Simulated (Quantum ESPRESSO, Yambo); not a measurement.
# A GW chain in Yambo: NH4Br (P-43m), part 3 of 3

Aim: the G0W0 gap of NH4Br (P-43m) on PBEsol, step by step.

Quantum ESPRESSO 7.5 and Yambo 5.3.0; PBEsol and many-body steps on it, plane waves. Known limits of the many-body steps: not at the basis limit; no spin-orbit coupling; coarse k mesh.

So far. Step 3 (Bands along the symmetry lines): The gap is 4.097 eV, as in the run before at this level. Step 4 (Empty states on the mesh, 4×4×4 mesh, 274 bands): On this mesh the gap is 4.097 eV.

## (6) Screening and self-energy, 4×4×4 mesh, 274 bands, screening to 217.7 eV

Now the one-shot GW correction: screening in the RPA, then the self-energy of the levels asked for.

This step: G0W0 on PBEsol, plane waves, norm-conserving pseudopotentials.

Contents of gw3.in:

```
HF_and_locXC
gw0
dyson
ppa
em1d
rim_cut
RandQpts= 1000000
RandGvec= 1 RL
EXXRLvcs= 72 Ry
VXCRLvcs= 288 Ry
Chimod= "HARTREE"
% BndsRnXp
 1 | 274 |
%
NGsBlkXp= 16 Ry
% LongDrXp
 1 | 1 | 1 |
%
% GbndRnge
 1 | 274 |
%
DysSolver= "n"
ExtendOut
PPAPntXp= 27.21138 eV
% QPkrange
 6 | 6 | 7 | 10 |
 1 | 1 | 7 | 10 |
%
```

The run is started by

```sh
OMP_NUM_THREADS=1 mpirun -n 4 yambo -F gw3.in -J gw3 -C gw3 > gw3.log
```

The log of the run:

```text
 Yambo, version 5.3.0

 [02] CORE Variables Setup
 =========================

  [... cell, symmetries and grids as in the set-up ...]

  [02.05] Energies & Occupations
  ==============================

  [X] === General ===
  [X] Electronic Temperature                        :  0.000000  0.000000 [eV K]
  [X] Bosonic    Temperature                        :  0.000000  0.000000 [eV K]
  [X] Finite Temperature mode                       : no
  [X] El. density                                   :  0.25000E+24 [cm-3]
  [X] Fermi Level                                   :  1.079024 [eV]

  [X] === Gaps and Widths ===
  [X] Conduction Band Min                           :  4.097338 [eV]
  [X] Valence Band Max                              :  0.000000 [eV]
  [X] Filled Bands                                  :   8
  [X] Empty Bands                                   :    9  274
  [X] Direct Gap                                    :  4.184637 [eV]
  [X] Direct Gap localized at k                     :  1
  [X] Indirect Gap                                  :  4.097338 [eV]
  [X] Indirect Gap between kpts                     :   6   1
  [X] Last valence band width                       :  1.471107 [eV]
  [X] 1st conduction band width                     :  3.655939 [eV]

 [03] Transferred momenta grid and indexing
 ==========================================

 IBZ Q-points                                      :  10
 BZ  Q-points                                      :   64

 K/Q-points units:
 rlu = crystal or reduced units; cc = cartesian coordinates; iku = interal k-units

 Q [ 1]         [rlu]:  0.000000  0.000000  0.000000
 Q [ 2]         [rlu]:  0.000000  0.000000  0.250000
 Q [ 3]         [rlu]:  0.000000  0.000000 -0.500000
 Q [ 4]         [rlu]:  0.000000  0.250000  0.250000
 Q [ 5]         [rlu]:  0.000000  0.250000 -0.500000
 Q [ 6]         [rlu]:  0.000000 -0.500000 -0.500000
 Q [ 7]         [rlu]:  0.250000  0.250000  0.250000
 Q [ 8]         [rlu]:  0.250000  0.250000 -0.500000
 Q [ 9]         [rlu]:  0.250000 -0.500000 -0.500000
 Q [10]         [rlu]: -0.500000 -0.500000 -0.500000

 [04] Coloumb potential Random Integration (RIM)
 ===============================================

  [04.01] RIM initialization
  ==========================

  * Diagonal components only detected *

  8 x (sBL volume)        :  0.071792 [a.u.]
  sBZ random points       :  1000000
  Points outside the sBZ  :   7992674
  RL volume               :  0.574332 [a.u.]
  Integrated volume       :  0.574858 [a.u.]

  [04.02] RIM integrals
  =====================

  Gamma point sphere radius             :  0.075389 [a.u.]
  Points outside the sphere             :   799758
  [Int_sBZ(q=0) 1/q^2]*(Vol_sBZ)^(-1/3) =:  7.677921
                                 should be <:  7.795600

  Summary of Coulomb integrals for non-metallic bands |Q|[au] RIM/Bare

  Q [1] 0.100000E-4 0.984904 * Q [2] 0.207807 1.050352
  Q [4] 0.293884 1.049366 * Q [7] 0.359933 1.034451
  Q [3] 0.415615 1.019613 * Q [5] 0.464671 1.017741
  Q [8] 0.509022 1.015471 * Q [6] 0.587768 1.012059
  Q [9] 0.623422 1.010860 * Q [10] 0.719866 1.008585

 [05] Dipoles
 ============

  [05.01] Setup: observables and procedures
  =========================================

 [06] Dynamic Dielectric Matrix (PPA)
 ====================================

 [WR./gw3//ndb.pp]---------------------------------------------------------------
  Brillouin Zone Q/K grids (IBZ/BZ)                :   10   64   10   64
  RL vectors                                       :   5575 [WF]
  Coulomb cutoff potential                         : none
  Electronic Temperature                           :  0.000000 [K]
  Bosonic    Temperature                           :  0.000000 [K]
  PPA    diel. fun.  energies                      : Perdew, Burke & Ernzerhof SOL(X)+Perdew, Burke & Ernzerhof SOL(C)
  wavefunctions                                    : Perdew, Burke & Ernzerhof SOL(X)+Perdew, Burke & Ernzerhof SOL(C)
  Global Gauge                                     : length
  X matrix size                                    :   485
  X band range                                     :    1  274
  X e/h energy range                               : -1.000000 -1.000000 [eV]
  X Time ordering                                  : R
  X Hxc Kernel                                     : HARTREE
  X Drude frequency                                :  0.000000  0.000000
  X poles                                          :  100.0000 [o/o]
  RL vectors in the sum                            :   5575
  [r,Vnl] included                                 : yes
  Field direction                                  :  0.577350E-5  0.577350E-5  0.577350E-5
  BZ energy Double Grid                            : no
  BZ energy DbGd points                            : 0
  BZ Q point size factor                           : -1.000000
  X Optical Averaged directions                    : none

 [07] Local Exchange-Correlation + Non-Local Fock
 ================================================

 [VXC] Plane waves :   35585
 [EXS] Plane waves :   4553

 QP @ state[ 1 ] K range:  1  1
 QP @ state[ 1 ] b range:   7  10
 QP @ state[ 2 ] K range:   6   6
 QP @ state[ 2 ] b range:   7  10

 [xc] Functional : Perdew, Burke & Ernzerhof SOL(X)+Perdew, Burke & Ernzerhof SOL(C)
 [xc] LIBXC used to calculate xc functional
  PP Number of Atomic Species                      :  3
  NLCC RL compoments                               :   35585
  PP Number of Atomic Species                      :  3
  NLCC RL compoments                               :   35585

 [xc] E_xc :  -6.509624 [Ha]
      E_xc :  -13.01925 [Ry]

  Local XC kind (lXC) : Perdew, Burke & Ernzerhof SOL(X)+Perdew, Burke & Ernzerhof SOL(C)
  Non-Local XC kind (nlXC) : Hartree-Fock

  Corrections @ K [1] :  [eV]
 <7|nlXC|7> = -16.66521 -0.68265E-17 <7|lXC|7> = -12.99873 -0.14161E-15
 <8|nlXC|8> = -16.66524 -0.71901E-18 <8|lXC|8> = -12.99873 -0.94408E-16
 <9|nlXC|9> = -5.012816  0.17463E-18 <9|lXC|9> = -9.265698  0.000000
 <10|nlXC|10> = -2.999236 -0.86873E-18 <10|lXC|10> = -7.167320 -0.18882E-15

  Corrections @ K [6] :  [eV]
 <7|nlXC|7> = -16.53413  0.65650E-17 <7|lXC|7> = -12.54733  0.18882E-15
 <8|nlXC|8> = -16.53186 -0.24155E-17 <8|lXC|8> = -12.86961  0.14161E-15
 <9|nlXC|9> = -4.391800 -0.10706E-18 <9|lXC|9> = -8.740475  0.94408E-16
 <10|nlXC|10> = -4.300161  0.32767E-17 <10|lXC|10> = -8.981473 -0.47204E-16

 [08] Dyson equation: Newton solver
 ==================================

  [08.01] G0W0 (W PPA)
  ====================

  [  GW  ] Bands range     :    1  274
  [GW/PPA] G damping       :  0.100000 [eV]

  QP @ state[ 1 ] K range:  1  1
  QP @ state[ 1 ] b range:   7  10
  QP @ state[ 2 ] K range:   6   6
  QP @ state[ 2 ] b range:   7  10

   Sc/G bands                                       :    1  274
   Sc/G damping                                     :  0.100000 ev
   Sc bands terminator                              : no
   Sx RL components                                 :   4553

   QP @ state[ 1 ] K range                          :  1  1
   QP @ state[ 1 ] b range                          :   7  10
   QP @ state[ 2 ] K range                          :   6   6
   QP @ state[ 2 ] b range                          :   7  10
   GF energies kind                                 : Perdew, Burke & Ernzerhof SOL(X)+Perdew, Burke & Ernzerhof SOL(C)
   GF WF`s kind                                     : Perdew, Burke & Ernzerhof SOL(X)+Perdew, Burke & Ernzerhof SOL(C)
   Xs energies kind                                 : Perdew, Burke & Ernzerhof SOL(X)+Perdew, Burke & Ernzerhof SOL(C)
   Xs WF`s kind                                     : Perdew, Burke & Ernzerhof SOL(X)+Perdew, Burke & Ernzerhof SOL(C)

 [11] Game Over & Game summary
```

Run time: 9.5 min. Hardware: 4 MPI ranks of Arm Neoverse V1, shared host; peak memory 2.3 GiB; 38 min of CPU time.

Numbers from this step:

```
G0W0 gap on the points computed              : 6.622 eV
starting gap on the mesh                     : 4.097 eV
k of the valence top                         : 0, -0.5, -0.5
k of the conduction bottom                   : 0, 0, 0
least direct G0W0 gap on the computed points : 6.693 eV
Z at the valence top                         : 0.8160
Z at the conduction bottom                   : 0.8518
```

The gap on the mesh goes from 4.10 eV to 6.62 eV, a correction of +2.52 eV.

Limits: finite bands, cutoff and mesh; no spin-orbit coupling; coarse k mesh. v1 is the top filled band, c1 the lowest empty one. Levels before and after the correction, in eV, zero at the valence-band top of each column:

```csv
,conduction bottom,valence top
Kohn-Sham,4.10,0.00
G0W0,6.62,0.00
```

```csv
,level,energy (eV)
Kohn-Sham,Γ v2-v1,-0.087
Kohn-Sham,Γ c1,4.097
Kohn-Sham,Γ c2,6.799
Kohn-Sham,(0 -0.5 -0.5) v2,-1.071
Kohn-Sham,(0 -0.5 -0.5) v1,0.000
Kohn-Sham,(0 -0.5 -0.5) c1,5.564
Kohn-Sham,(0 -0.5 -0.5) c2,6.473
G0W0,Γ v2-v1,-0.071
G0W0,Γ c1,6.622
G0W0,Γ c2,9.261
G0W0,(0 -0.5 -0.5) v2,-1.132
G0W0,(0 -0.5 -0.5) v1,0.000
G0W0,(0 -0.5 -0.5) c1,8.136
G0W0,(0 -0.5 -0.5) c2,9.231
```

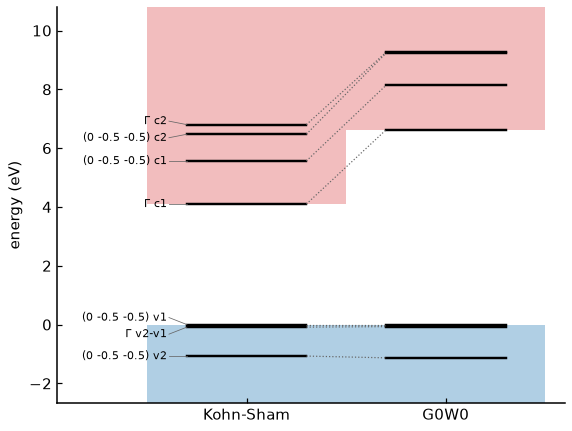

Levels before and after the correction. Shaded: valence and conduction bands.

## (7) Where the time went

Times are wall times on the hardware named with each run, good to a factor of about two.

```csv
step,time,share,memory (GiB)
ground state,6.3 s,1 %,0.27
bands along the symmetry lines,4.8 s,1 %,0.23
empty states on the mesh,43 s,7 %,0.63
conversion and set-up,2.8 s,0 %,0.25
screening and self-energy,9.5 min,91 %,2.3
```

## (8) Outcome

| Item | Value |
| --- | --- |
| PBEsol gap | 4.10 eV, indirect |
| G0W0 gap on the mesh | 6.62 eV |
| GW settings | 4×4×4 mesh, 274 bands, screening to 217.7 eV, Godby-Needs plasmon pole |
| known limits | not at the basis limit; no spin-orbit coupling; coarse k mesh |

What this shows: G0W0 moves the gap on the mesh from 4.10 eV to 6.62 eV (+2.52 eV), with Z of 0.82 and 0.85 at the edges. Only 2 of the mesh's irreducible points were corrected, so a valley elsewhere could overtake. The dearest step here is «screening and self-energy». Bands and cutoff are finite, so the gap is not at the basis limit. The miss can reach some tenths of an eV and take either sign; the mesh is an error of its own. In the G0W0 run levels were corrected at 2 k points alone, so a gap called «on the mesh» is the least over those, and an edge elsewhere would be missed. The 4×4×4 mesh is coarse for this cell, which bears on the long-range parts of exchange and screening. The many-body steps are scalar-relativistic: spin-orbit coupling is not in them.

[Paths, hosts, dates, memory and timing lines, banners, echoed tables and standing remarks are left out of the program output.]

[Logs are printed without paths, hosts, clocks, repeated set-up lines and the standing remarks that a program may print on its own settings, such as how far it seeks lower states.]

[Runs of the session that timed out or met a known fault of the program may be left out.]

[Hosts, paths, dates, database ids (printed as entryN), source tags and the programs' standing remarks are cut or masked in the printed files.]
